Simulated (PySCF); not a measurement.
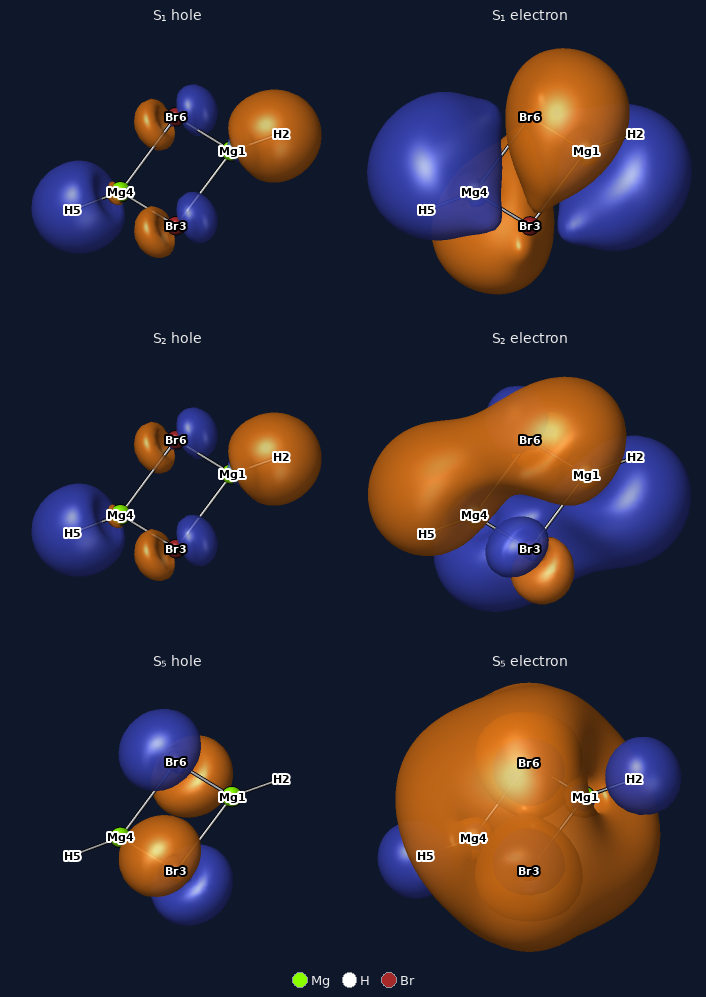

Figure. (HMg-mu-Br)2 (Br2H2Mg2). Leading natural transition orbitals (TDA singlet states).

Method: BHandHLYP/def2-SVPD; geometry: GFN2-xTB; program: PySCF. This is a single-reference result, which may miss multireference character in this system. No frequency check shows the geometry to be a minimum. GFN2-xTB bond lengths at metals and heavier atoms can be off by up to 0.1 Å and shapes distorted, which carries into these values.

> Give the energy and character of each state.

By state:
- S₁: 6.60 eV (188 nm), f = 0.164 (bright), mixed metal–ligand → diffuse (Rydberg-like) orbital; the leading pair carries 69 %; hole on H2 and H5 (28 % each), Mg1 and Mg4 (16 % each) and Br3 and Br6 (7 % each), electron on Mg1 and Mg4 (38 % each) and Br3 and Br6 (8 % each) (atom shares of so diffuse an orbital are rough) (shares are of the whole state, not of the leading pair alone); their centroids lie 0.0 Å apart; S₂ lies within 0.1 eV of it.
- S₂: 6.66 eV (186 nm), f = 0.000 (very weak), mixed metal–ligand → diffuse (Rydberg-like) orbital; the leading pair carries 63 %; hole on H2 and H5 (28 % each), Mg1 and Mg4 (16 % each) and Br3 and Br6 (6 % each), electron on Mg1 and Mg4 (38 % each) and Br3 and Br6 (9 % each) (atom shares of so diffuse an orbital are rough) (shares are of the whole state, not of the leading pair alone); their centroids lie 0.0 Å apart; S₁ lies within 0.1 eV of it.
- S₅: 7.32 eV (169 nm), f = 0.000 (dark), partly diffuse acceptor orbital; the leading pair carries 93 %; hole on Br3 and Br6 (46 % each), electron on Mg1 and Mg4 (28 % each) and Br3 and Br6 (19 % each) (atom shares of so diffuse an orbital are rough); their centroids lie 0.0 Å apart.

Cost of the run: 5.5 min on 1 thread of Intel(R) Xeon(R) Platinum 8488C (Sapphire Rapids), with other jobs on the host, peak memory 0.76 GiB.
